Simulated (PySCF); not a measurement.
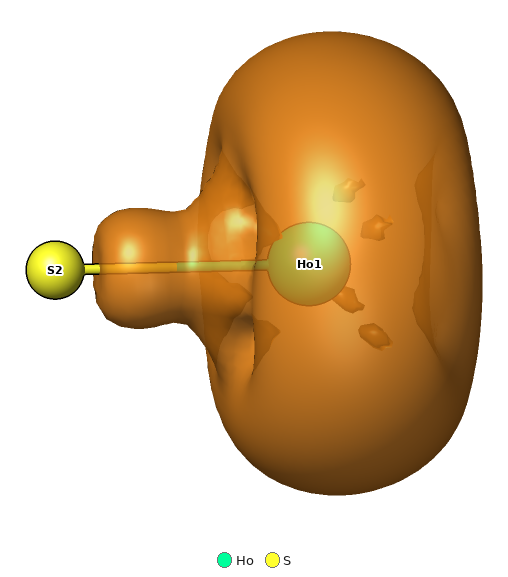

The picture shows: HoS (sextet). Isosurfaces of the spin density (α minus β) at +0.015 (orange) and −0.015 e/Å³ (purple), seen from one side.

Level of theory: PBE0/x2c-SVPall, spin-free X2C-1e, Gaussian nucleus, at a bond length of 2.279 Å in PySCF 2.14.0.

**Which atoms carry the spin?**

The unpaired spin (5 electrons) lies mostly on Ho1 (about 4.9), in electrons by Hirshfeld's partition. Only one sign reaches the isovalue.
